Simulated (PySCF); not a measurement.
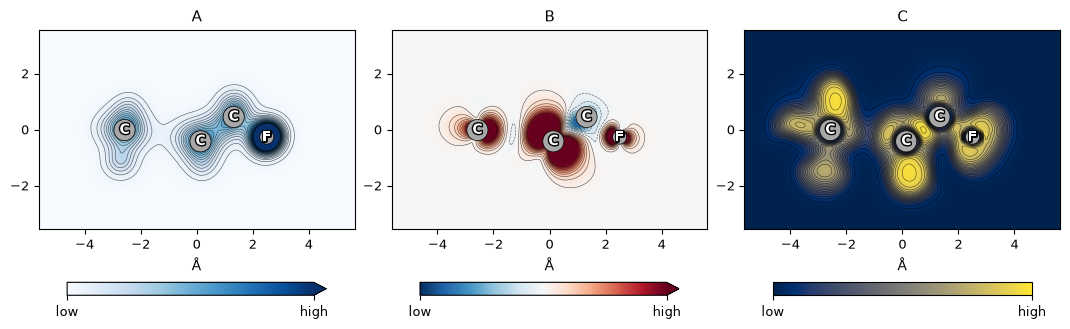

C3H5F2OS (doublet): 3 fields on the plane of atoms C3, C4 and F5, with unlabelled colour scales. Grey discs cover the atomic cores.

Geometry: GFN2-xTB.

Theory: UKS B3LYP, pcH-1 on C F H O S, non-relativistic, mean-field spin-orbit, GIAO in PySCF 2.14.0, density-fitted response routines.

Question: Which field does each panel show? The fields are: electron density, electron localisation function and spin density.

Answer: Panel A: electron density. Panel B: spin density (confined to the atoms that carry the unpaired spin). Panel C: electron localisation function. From the grid: C–F (1.38 Å): ρ is about 2.1 e/Å³ halfway, with its minimum of 1.6 e/Å³ about 0.5 Å from C; the ELF peaks at about 0.85 between the atoms (a polar covalent bond). C–C (1.47 Å): ρ is about 1.8 e/Å³ halfway; the ELF peaks at about 0.95 between the atoms; a shared electron pair.
